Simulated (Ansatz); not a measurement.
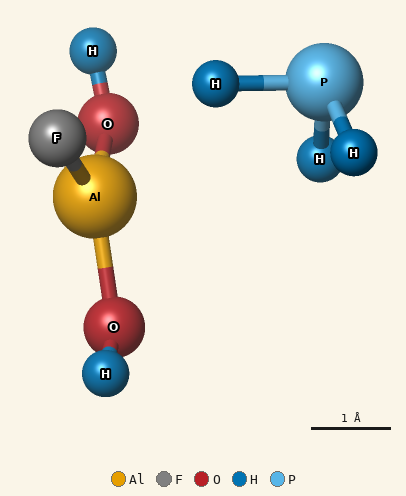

Fig. 1: The starting structure (ball-and-stick view, seen at a tilt). Sticks mark near contacts. Bond lengths as drawn: Al–F 1.67 Å, Al–O 1.68 Å, H–O 0.94 Å and H–P 1.40 to 1.41 Å.

**Run report: AlPH$_{5}$O$_{2}$F, geometry relaxation (part 1 of 2)**

The run: geometry relaxation of AlPH$_{5}$O$_{2}$F. Method and program: RHF/6-31G* (Ansatz 0.2.0).

It belongs to a series of runs on one base structure; here: end point A relaxed.

## What the program printed
```
The last accepted step is kept in [file] (removed where the run ends without a failure and the disk answers)
Engine: ansatz 0.2.0, aarch64-unknown-linux-gnu
Functional definition: HF
  exchange = exact_x
  correlation = 0
916 factors; integrals over basis functions are off by at most 7.3e-4 eV
mean field evaluation 1: about -22712.2209 eV, gradient 5.3e1 eV
mean field evaluation 2: about -22712.2768 eV, gradient 5.4e1 eV
mean field evaluation 4: about -22717.5599 eV, gradient 2.8e0 eV
mean field evaluation 8: about -22717.6046 eV, gradient 2.7e-1 eV
mean field -22717.60490595 eV, -834.8565817480 hartree, gradient 1.5e-5 eV, S^2 0.000000; 0 other end points of the search recorded, 0 dependent functions left out
the calculation of the forces begins
reference -22717.60490595 eV, -834.8565817480 hartree; 29, 29 occupied and 64, 64 virtual orbitals, 916 factors
relax step   1: F+E_penalty+E_count = -22717.60490595 eV  Δ(F+E_penalty+E_count) = +0.000e0 eV  max|allowed force component| = 7.927e-1 eV/Å  Δτ_max = 0.0000 Å  (33 SCF iters, accepted)
these checks for a lower state are left out or cut short: starts, cluster_reference, orbital_swaps, neighbouring_geometries, increment
916 factors; integrals over basis functions are off by at most 7.4e-4 eV
mean field evaluation 16: about -22717.6928 eV, gradient 3.3e-1 eV
mean field -22717.69313140 eV, -834.8598239733 hartree, gradient 2.1e-5 eV, S^2 0.000000; 0 other end points of the search recorded, 0 dependent functions left out
[... from here on the field's lines of each further geometry are left out, up to the last ...]
relax step   2: F+E_penalty+E_count = -22717.69313140 eV  Δ(F+E_penalty+E_count) = -8.823e-2 eV  max|allowed force component| = 6.541e-1 eV/Å  Δτ_max = 0.1950 Å  (30 SCF iters, accepted)
relax step   3: F+E_penalty+E_count = -22717.72739747 eV  Δ(F+E_penalty+E_count) = -3.427e-2 eV  max|allowed force component| = 4.240e-1 eV/Å  Δτ_max = 0.1973 Å  (30 SCF iters, accepted)
relax step   4: F+E_penalty+E_count = -22717.72994035 eV  Δ(F+E_penalty+E_count) = -2.543e-3 eV  max|allowed force component| = 5.464e-1 eV/Å  Δτ_max = 0.0736 Å  (31 SCF iters, accepted)
relax step   5: F+E_penalty+E_count = -22717.72369749 eV  Δ(F+E_penalty+E_count) = +6.243e-3 eV  max|allowed force component| = 4.197e-1 eV/Å  Δτ_max = 0.1218 Å  (30 SCF iters, rejected (line search))
relax step   6: F+E_penalty+E_count = -22717.73748315 eV  Δ(F+E_penalty+E_count) = -7.543e-3 eV  max|allowed force component| = 1.608e-1 eV/Å  Δτ_max = 0.0589 Å  (31 SCF iters, accepted)
relax step   7: F+E_penalty+E_count = -22717.73792527 eV  Δ(F+E_penalty+E_count) = -4.421e-4 eV  max|allowed force component| = 1.116e-1 eV/Å  Δτ_max = 0.0331 Å  (31 SCF iters, accepted)
relax step   8: F+E_penalty+E_count = -22717.73937425 eV  Δ(F+E_penalty+E_count) = -1.449e-3 eV  max|allowed force component| = 2.797e-2 eV/Å  Δτ_max = 0.0453 Å  (31 SCF iters, accepted)
relax step   9: F+E_penalty+E_count = -22717.74005342 eV  Δ(F+E_penalty+E_count) = -6.792e-4 eV  max|allowed force component| = 6.330e-2 eV/Å  Δτ_max = 0.0565 Å  (31 SCF iters, accepted)
relax step  10: F+E_penalty+E_count = -22717.74042082 eV  Δ(F+E_penalty+E_count) = -3.674e-4 eV  max|allowed force component| = 4.479e-2 eV/Å  Δτ_max = 0.0496 Å  (31 SCF iters, accepted)
relax step  11: F+E_penalty+E_count = -22717.74060967 eV  Δ(F+E_penalty+E_count) = -1.889e-4 eV  max|allowed force component| = 4.341e-2 eV/Å  Δτ_max = 0.0351 Å  (31 SCF iters, accepted)
relax step  12: F+E_penalty+E_count = -22717.74069997 eV  Δ(F+E_penalty+E_count) = -9.030e-5 eV  max|allowed force component| = 4.430e-2 eV/Å  Δτ_max = 0.0417 Å  (31 SCF iters, accepted)
relax step  13: F+E_penalty+E_count = -22717.74092939 eV  Δ(F+E_penalty+E_count) = -2.294e-4 eV  max|allowed force component| = 3.489e-2 eV/Å  Δτ_max = 0.0155 Å  (24 SCF iters, accepted)
relax step  14: F+E_penalty+E_count = -22717.74114304 eV  Δ(F+E_penalty+E_count) = -2.137e-4 eV  max|allowed force component| = 2.353e-2 eV/Å  Δτ_max = 0.0280 Å  (31 SCF iters, accepted)
relax step  15: F+E_penalty+E_count = -22717.74075440 eV  Δ(F+E_penalty+E_count) = +3.886e-4 eV  max|allowed force component| = 1.623e-1 eV/Å  Δτ_max = 0.1351 Å  (30 SCF iters, rejected (line search))
relax step  16: F+E_penalty+E_count = -22717.74167224 eV  Δ(F+E_penalty+E_count) = -5.292e-4 eV  max|allowed force component| = 2.653e-2 eV/Å  Δτ_max = 0.0657 Å  (30 SCF iters, accepted)
relax step  17: F+E_penalty+E_count = -22717.74195153 eV  Δ(F+E_penalty+E_count) = -2.793e-4 eV  max|allowed force component| = 1.253e-1 eV/Å  Δτ_max = 0.0976 Å  (30 SCF iters, accepted)
relax step  18: F+E_penalty+E_count = -22717.74267473 eV  Δ(F+E_penalty+E_count) = -7.232e-4 eV  max|allowed force component| = 5.906e-2 eV/Å  Δτ_max = 0.0123 Å  (25 SCF iters, accepted)
relax step  19: F+E_penalty+E_count = -22717.74348572 eV  Δ(F+E_penalty+E_count) = -8.110e-4 eV  max|allowed force component| = 4.548e-2 eV/Å  Δτ_max = 0.0555 Å  (31 SCF iters, accepted)
relax step  20: F+E_penalty+E_count = -22717.74432803 eV  Δ(F+E_penalty+E_count) = -8.423e-4 eV  max|allowed force component| = 1.041e-1 eV/Å  Δτ_max = 0.0987 Å  (30 SCF iters, accepted)
relax step  21: F+E_penalty+E_count = -22717.74534146 eV  Δ(F+E_penalty+E_count) = -1.013e-3 eV  max|allowed force component| = 8.513e-2 eV/Å  Δτ_max = 0.0484 Å  (31 SCF iters, accepted)
relax step  22: F+E_penalty+E_count = -22717.74651248 eV  Δ(F+E_penalty+E_count) = -1.171e-3 eV  max|allowed force component| = 8.830e-2 eV/Å  Δτ_max = 0.0563 Å  (30 SCF iters, accepted)
relax step  23: F+E_penalty+E_count = -22717.74743124 eV  Δ(F+E_penalty+E_count) = -9.188e-4 eV  max|allowed force component| = 8.656e-2 eV/Å  Δτ_max = 0.0652 Å  (30 SCF iters, accepted)
relax step  24: F+E_penalty+E_count = -22717.74809705 eV  Δ(F+E_penalty+E_count) = -6.658e-4 eV  max|allowed force component| = 1.038e-1 eV/Å  Δτ_max = 0.0628 Å  (30 SCF iters, accepted)
relax step  25: F+E_penalty+E_count = -22717.74864382 eV  Δ(F+E_penalty+E_count) = -5.468e-4 eV  max|allowed force component| = 1.138e-1 eV/Å  Δτ_max = 0.0527 Å  (31 SCF iters, accepted)
relax step  26: F+E_penalty+E_count = -22717.74934786 eV  Δ(F+E_penalty+E_count) = -7.040e-4 eV  max|allowed force component| = 7.039e-2 eV/Å  Δτ_max = 0.0472 Å  (31 SCF iters, accepted)
the calculation of the forces begins
reference -22717.74982225 eV, -834.8619073238 hartree; 29, 29 occupied and 64, 64 virtual orbitals, 916 factors
relax step  27: F+E_penalty+E_count = -22717.74982225 eV  Δ(F+E_penalty+E_count) = -4.744e-4 eV  max|allowed force component| = 2.461e-2 eV/Å  Δτ_max = 0.0581 Å  (29 SCF iters, accepted)
```

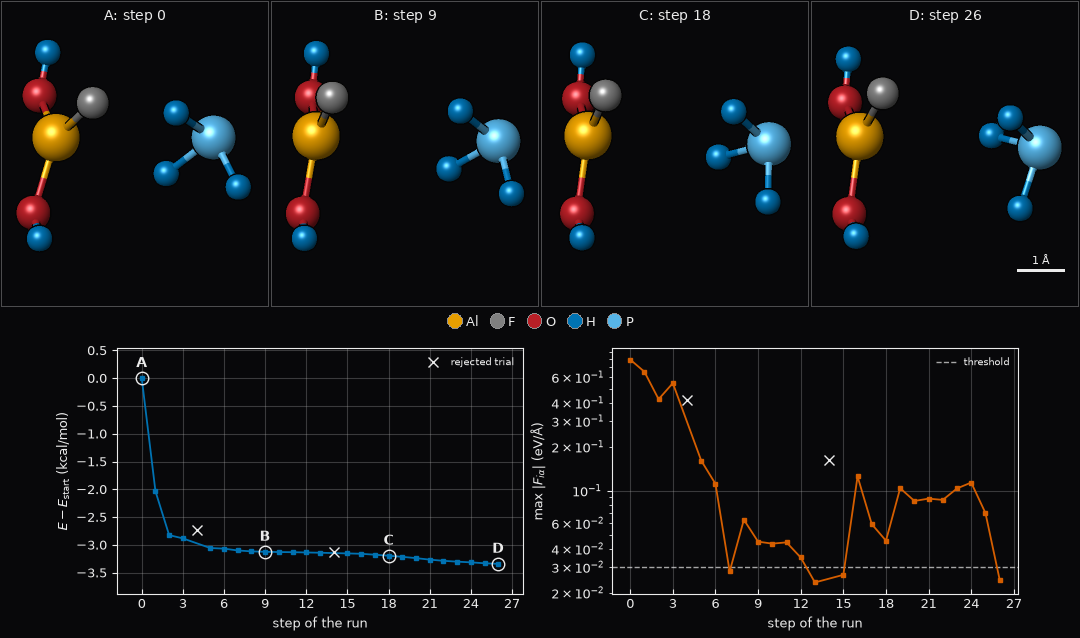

Fig. 2: Frames of the relaxation (ball-and-stick view, seen at a tilt) above the curves, on which the letters mark them (the first geometry is step 0 here and step 1 in the log).

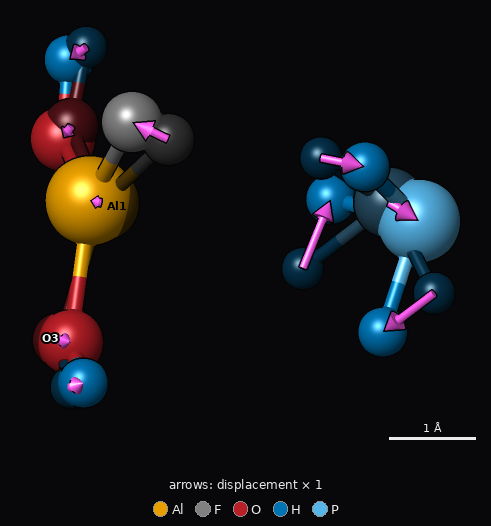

Fig. 3: Start (faint) and end (solid) with the displacements as pink arrows, at true length (ball-and-stick view, seen at a tilt). The two geometries are laid on each other by the best rigid fit. H9 moves most after the best rigid fit: 0.89 Å. Largest moves by element: H 0.89 Å, F 0.47 Å, P 0.43 Å, O 0.19 Å, Al 0.14 Å. Among the contacts that change: Al1–F2 1.667 → 1.639 Å, P7–H10 1.413 → 1.405 Å. After 26 geometry steps the energy has fallen by 3.34 kcal/mol. The largest force component goes from 0.79 to 0.025 eV/Å. The line search rejected the trial steps at points 4, 14 (counted from 0) and went back. (Atoms are counted from 1 in the order of the input.)

```
916 factors; integrals over basis functions are off by at most 7.1e-4 eV
mean field -22717.74982225 eV, -834.8619073238 hartree, gradient 2.2e-5 eV, S^2 0.000000; 1 other end points of the search recorded, 0 dependent functions left out
the calculation of the forces begins
reference -22717.74982225 eV, -834.8619073238 hartree; 29, 29 occupied and 64, 64 virtual orbitals, 916 factors
Total energy: -22717.74982225 eV, -834.8619073238 hartree
Atom 0 at     0.058078    -0.497835    -0.164162 Å, force    -0.000101     0.003667     0.000877 eV/Å
Atom 1 at    -0.162592    -1.068586     1.356177 Å, force     0.002818     0.004154    -0.015157 eV/Å
Atom 2 at     1.605558    -0.403103    -0.810073 Å, force    -0.006983    -0.001574     0.011078 eV/Å
Atom 3 at     2.398776    -0.645835    -0.359914 Å, force    -0.004429    -0.000772    -0.002921 eV/Å
Atom 4 at    -1.269454    -0.044165    -1.088179 Å, force     0.004012    -0.005935     0.007336 eV/Å
Atom 5 at    -2.169621    -0.098351    -0.809675 Å, force     0.004502     0.000491    -0.002208 eV/Å
Atom 6 at     0.165018     3.025154     1.583789 Å, force    -0.015047    -0.012381    -0.013542 eV/Å
Atom 7 at     1.440450     2.806418     1.040961 Å, force    -0.023383    -0.009764     0.000329 eV/Å
Atom 8 at    -0.542247     2.704285     0.412798 Å, force     0.024611     0.007488     0.020791 eV/Å
Atom 9 at     0.041533     1.754417     2.170678 Å, force     0.014000     0.014625    -0.006583 eV/Å
Dipole moment:     0.012910    -0.170318     0.144042 e Å
```

## Trajectory as extended XYZ (Å, eV, eV/Å), 10 of the 27 frames kept, from step=1 to step=27
```
10
Properties=species:S:1:pos:R:3:forces:R:3 step=1 energy=-22717.60491
Al    0.0675   -0.3631   -0.1246   -0.0355  -0.2347   0.6792
F     0.0468   -0.6788    1.5118    0.0372  -0.2224  -0.7927
O     1.5112   -0.4342   -0.9771   -0.0070  -0.0167   0.0078
H     2.3539   -0.6472   -0.6094    0.0042   0.0081   0.0017
O    -1.3788   -0.0355   -0.9131    0.0112  -0.0115   0.0254
H    -2.2361   -0.0469   -0.5173    0.0281   0.0013  -0.0129
P    -0.1007    2.7804    1.3711    0.0572  -0.0507   0.1231
H     1.2225    2.9903    1.7922   -0.0586  -0.0099  -0.0270
H     0.2296    2.5401    0.0237   -0.0276  -0.0166   0.0597
H    -0.1504    1.4274    1.7752   -0.0093   0.5530  -0.0644
10
Properties=species:S:1:pos:R:3:forces:R:3 step=4 energy=-22717.72994
Al    0.0655   -0.5498   -0.1585    0.0394  -0.2227   0.5464
F     0.0255   -1.1255    1.3838    0.0040   0.0821  -0.2554
O     1.5092   -0.4746   -0.9911    0.3484  -0.0084  -0.1148
H     2.3501   -0.7206   -0.6399    0.0100   0.0032  -0.0301
O    -1.3420   -0.0583   -0.9034   -0.3966   0.1080  -0.1171
H    -2.2047   -0.1015   -0.5227   -0.0004   0.0096  -0.0317
P    -0.0735    3.0262    1.4181    0.0015   0.0039  -0.0016
H     1.2705    3.1350    1.8038   -0.0066  -0.0080  -0.0101
H     0.1936    2.6997    0.0791   -0.0048   0.0124   0.0208
H    -0.2286    1.7018    1.8634    0.0050   0.0199  -0.0064
```
